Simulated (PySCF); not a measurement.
**BH₃, SMILES `B`: what the electrons do**

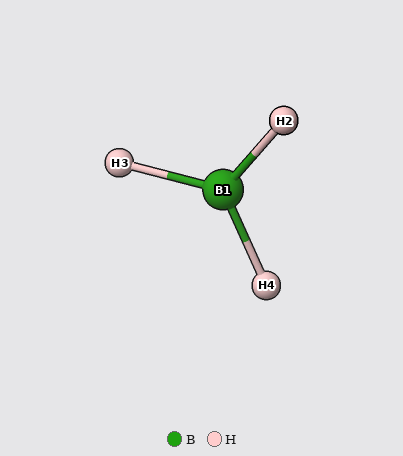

The molecule, with its atoms numbered as below. No frequency check shows the geometry to be a minimum.

Coordinates in Å:

```
B1       0.0000    0.0000    0.0000
H2      -0.3009    1.1249    0.0000
H3      -0.8237   -0.8231    0.0000
H4       1.1247   -0.3018    0.0000
```

## 1. Bonding charge

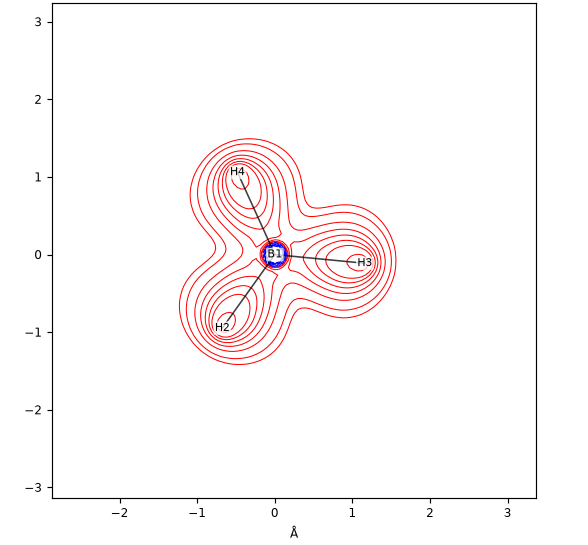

Deformation density (molecule less spherical, spin-averaged free atoms) in the molecular plane; contours at ±0.05 to ±0.8 e/Å³; solid red lines: gain, dashed blue lines: loss.

Level of theory: TPSSh/def2-SVPD (PySCF), at a geometry from GFN2-xTB.

How much density has each bond in this plane gained at its critical point, relative to the free atoms?

Answer. B1–H2, B1–H3 and B1–H4: +0.48 e/Å³ at the bond critical point (bond length 1.16 Å). In all, 1.0 electrons gather in the regions of gain relative to the promolecule.

Where do the Hirshfeld charges lie?

Answer. The highest Hirshfeld charge is on B1 (+0.18 e), the lowest on H2, H3 and H4 (−0.06 e).

## 2. Bond critical points

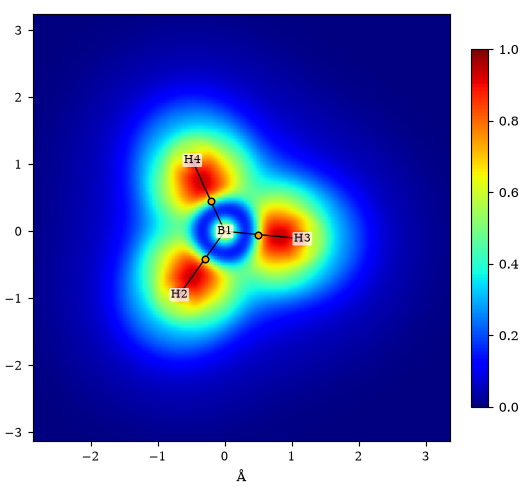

Localised orbital locator (LOL) in the molecular plane, with bond paths and bond critical points (dots).

Rank the bonds in the plane by LOL at their critical points.

Answer. B1–H2, B1–H3 and B1–H4: about 0.52. Values above 0.5 mark slow, localised electrons, as in shared pairs; low values at a critical point mark a polar or closed-shell contact whose critical point lies between the shells.

Where along B1–H2 does the critical point lie?

Answer. 0.50 Å from B1 and 0.66 Å from H2.

## 3. Local ionisation energy

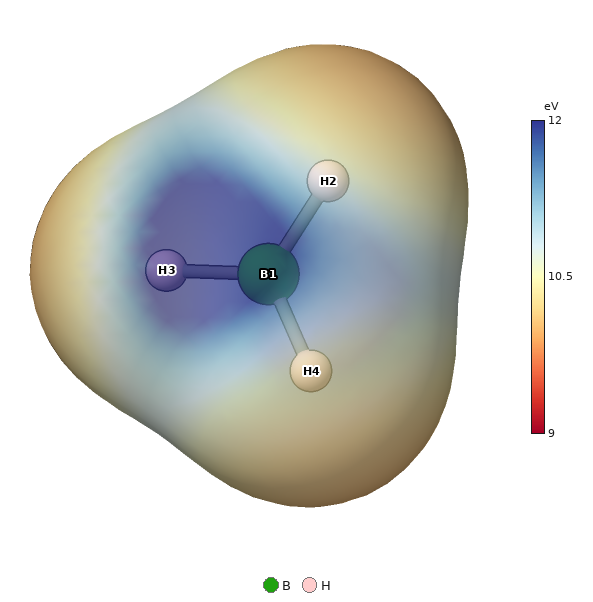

Average local ionisation energy on the surface of electron density 0.001 a.u.

Where are the most loosely bound electrons on this surface?

Answer. The lowest value is 10.0 eV, 1.4 Å from H4, and at like points elsewhere. For comparison, the highest occupied orbital lies at −9.4 eV.

## 4. Localised orbitals

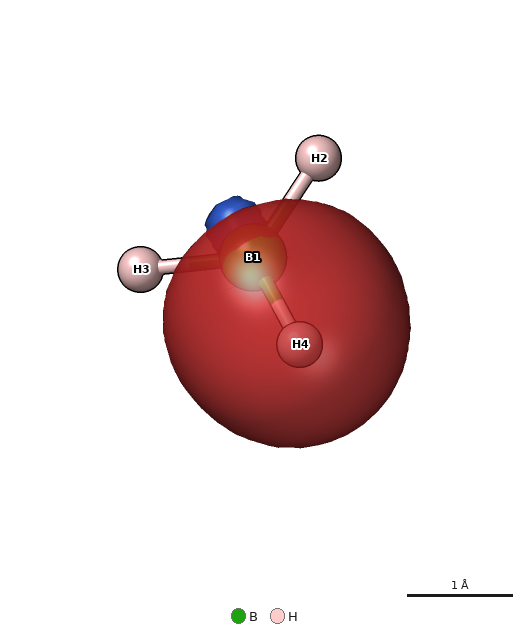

Pipek–Mezey orbitals, occupied; each surface holds about 85 % of the orbital's density. Energies are diagonal elements of the Fock matrix.

Computed with PySCF, B3LYP/def2-SVP, geometry: GFN2-xTB. This is a single-reference result, which may miss multireference character in this system.

What does this orbital represent?

Answer. σ bond B1–H4 (B1 50 %, H4 50 %; −11.2 eV).

The PySCF runs shown took 2 s and 1.1 s on 1 thread of Intel(R) Xeon(R) 6975P-C (Granite Rapids), with other jobs on the host.
